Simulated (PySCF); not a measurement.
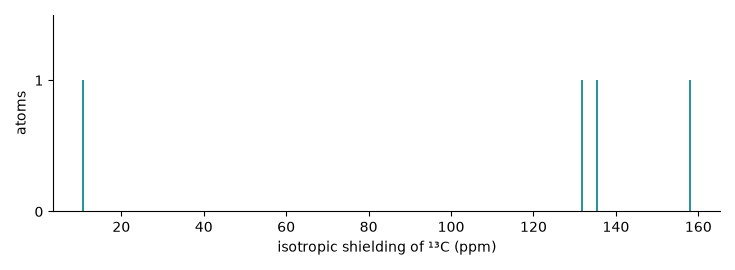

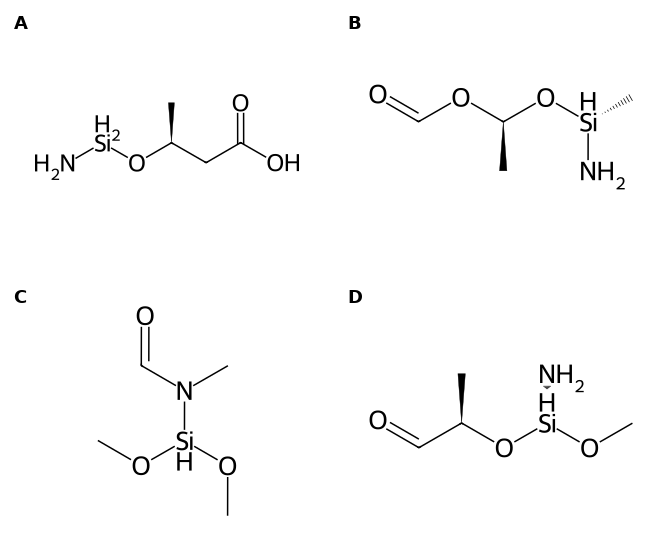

The sticks are computed shieldings of one of the molecules, for one fixed geometry (GFN2-xTB) without averaging over rotations. Low shielding means a high chemical shift. Method: GIAO PBE0/pcSseg-1 NMR shielding, non-relativistic, gas phase (PySCF 2.14.0).

> Match the spectrum to a structure.

C, `CO[SiH](OC)N(C)C=O`. Its 4 C atoms give lines at 10.8, 131.8, 135.4, 158.0 ppm.

The geometry is semi-empirical. Around Si such bond lengths and angles can be off by a tenth of an ångström or more and by several degrees, and values that hang on the shape move with them.
